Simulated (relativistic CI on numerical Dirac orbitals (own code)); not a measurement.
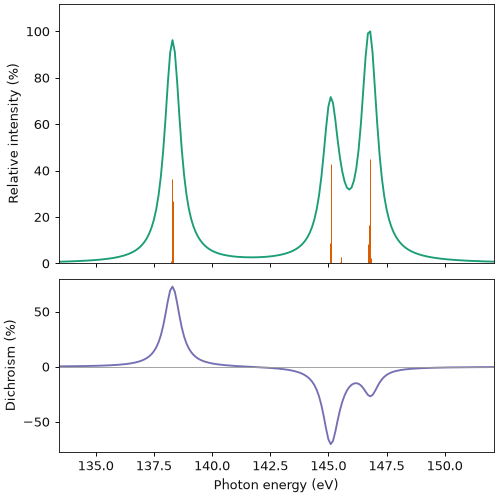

Computed core-level spectrum (absorption) of an ion of charge +4 in a field of Oh symmetry with B40 = 1,680, B60 = 240 cm⁻¹ (Wybourne parameters). Sticks are the strongest transitions, on a scale of their own. Multiplet model: relativistic Dirac–Coulomb–Breit theory, one configuration a step, Slater integrals scaled by 1, 300 K, Voigt broadening (Lorentzian 0.75 eV, Gaussian 0.2 eV full widths), computed with a radial Dirac CI code. Dichroism is for the ground state at zero temperature, magnetised by a magnetic field of 10 T along z.

Q: Which element and which edge or line is it?

A: N₄,₅ X-ray absorption of Pr V (Pr⁴⁺), initial configuration [Xe] 4f. The main maxima lie at 138.3 eV (96), 145.1 eV (72) and 146.8 eV (100), heights in % of the largest; the centroid is at 143.0 eV. The ground state has S = 0.50. The circular dichroism (Δm = −1 less Δm = +1) is largest at 138.3 eV, 73 % of the isotropic maximum. The magnetised ground state has ⟨Lz⟩ = −1.02 and ⟨Sz⟩ = 0.16.

Caveat: free-ion energies, so absolute edge positions are off by a few eV from solids; core and valence shell share one n, so the strongest features autoionise and are far broader and can lie several eV off in experiment.
